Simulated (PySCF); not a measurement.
## A study: AgClH, charge +1, SMILES `[Ag+].Cl`

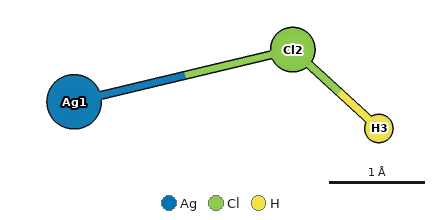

The molecule, with its atoms numbered as below. The pair's geometry is semi-empirical, so its contact may be too short or too long.

Geometry (Å), atoms numbered from 1:

```
Ag1      0.6743    0.0059    0.0000
Cl2     -1.7240   -0.0760    0.0000
H3      -2.3847    1.0129    0.0000
```

## 1. Bonding charge

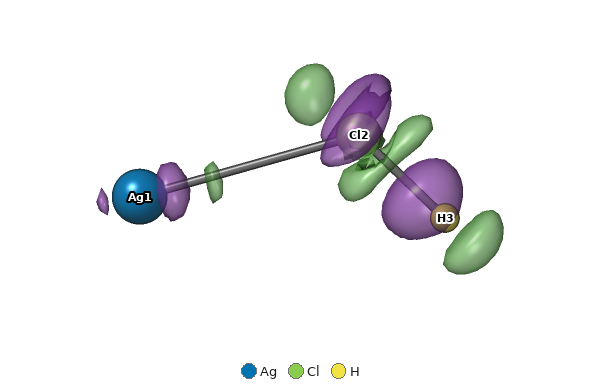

Deformation density (molecule less spherical, spin-averaged free atoms at the same positions), surfaces at ±0.1 e/Å³; purple: gain, green: loss.

Method: BP86/def2-SVPD; geometry: GFN2-xTB; program: PySCF. Core potentials replace the inner electrons of Ag; spin–orbit coupling isn't included.

Question: Describe the bonding that the map shows.

Answer: Cl2–H3: +0.51 e/Å³ at the bond critical point (bond length 1.27 Å). Ag1–Cl2: −0.02 e/Å³ at the bond critical point (bond length 2.40 Å). In all, 0.3 electrons gather in the regions of gain relative to the promolecule of neutral atoms (the regions of loss give up this much and the cation's charge besides). A small or negative value marks a very polar bond, one between electron-rich atoms, whose free-atom densities already overlap strongly, a long bond to a heavier atom, or a closed-shell contact such as a hydrogen bond.

Question: Where do the Hirshfeld charges lie?

Answer: The highest Hirshfeld charge is on Ag1 (+0.69 e), the lowest on Cl2 (+0.12 e).

## 2. Electrostatic potential

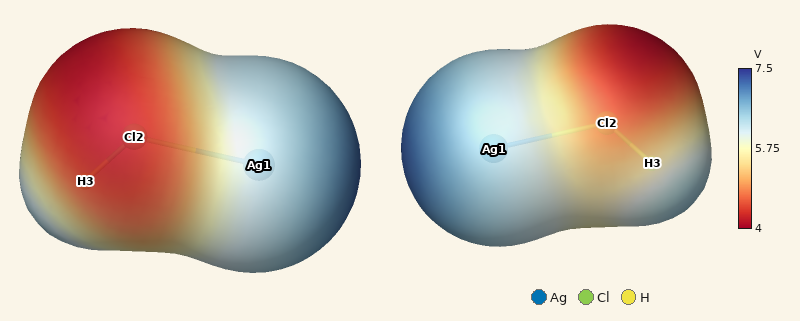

Electrostatic potential on the surface of electron density 0.001 a.u. (back view left, front view right).

Question: Where are the extremes of the potential on the surface?

Answer: Highest: 7.25 V, 1.9 Å from Ag1. Lowest: 4.10 V, off the molecular plane, over Cl2 (2.0 Å), and at like points elsewhere. The surface is sampled at points, so like sites can differ by a few per cent and only the strongest of them is named.

## 3. Weak contacts

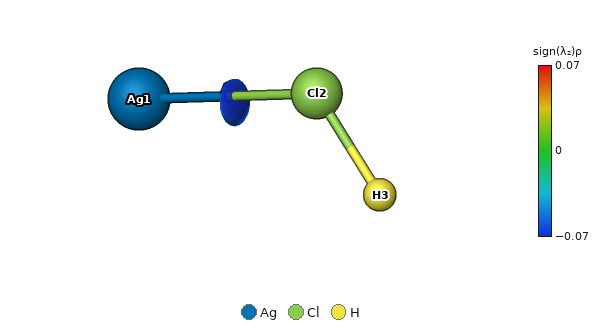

Non-covalent interaction surfaces between the fragments (reduced density gradient s = 0.4, coloured by sign(λ₂)ρ in a.u.; trimmed to the region between the fragments where ρ is under 0.1 a.u.). Fragment A: Ag(+1) (atom 1); fragment B: HCl.

Level of theory: BP86/def2-SVPD (PySCF), at a geometry from GFN2-xTB. Core potentials replace the inner electrons of Ag; spin–orbit coupling isn't included.

Question: Interpret the surfaces between the fragments.

Answer: Bond critical points between the fragments: Ag1···Cl2, strong, partly covalent contact, 2.40 Å, ρ = 0.064 a.u. It appears blue (attractive, sign(λ₂)ρ well below zero). The pose is a local one from a semi-empirical search, not shown to be the most stable. With a charged fragment, long-range electrostatics, which these surfaces don't show, weighs heavily in the interaction energy.

Question: How strongly are they bound?

Answer: The counterpoise-corrected interaction energy of the frozen fragments is −20.1 kcal/mol without dispersion correction and −22.0 kcal/mol with D3(BJ). D3 uses neutral-atom coefficients and tends to overbind metal cations. The pair geometry is semi-empirical, not a minimum at this level.

## 4. Binding density

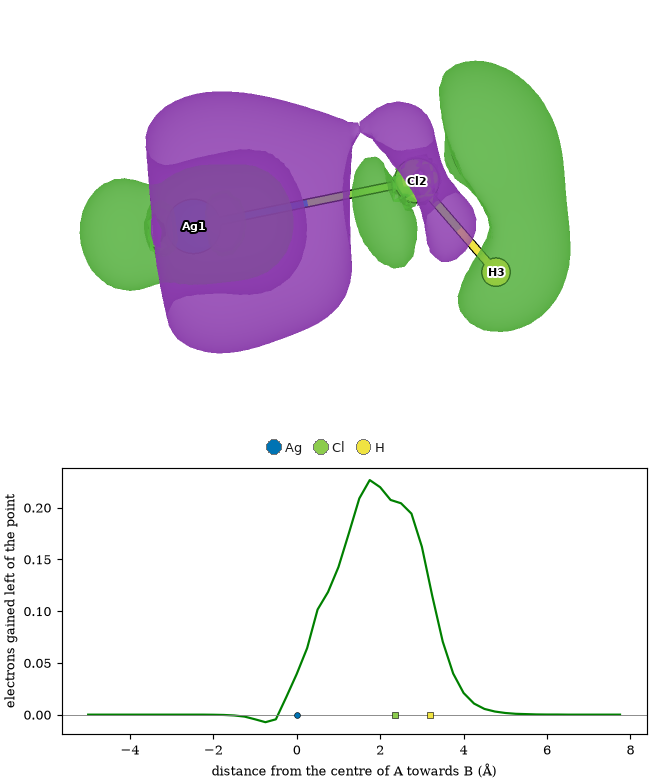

Density of the complex less the densities of the two fragments at the same geometry, ±0.015 e/Å³ (purple: gain, green: loss). Fragment A: Ag(+1) (atom 1); fragment B: HCl. Below: the charge-displacement curve along the line of centres (A on the left).

Question: Which way does charge flow?

Answer: Hirshfeld charges show 0.167 e passing from B to A. By Hirshfeld charges, electrons gather most on Ag1 (−0.167 e) and leave Cl2 most (+0.102 e); 0.35 e is displaced in all.
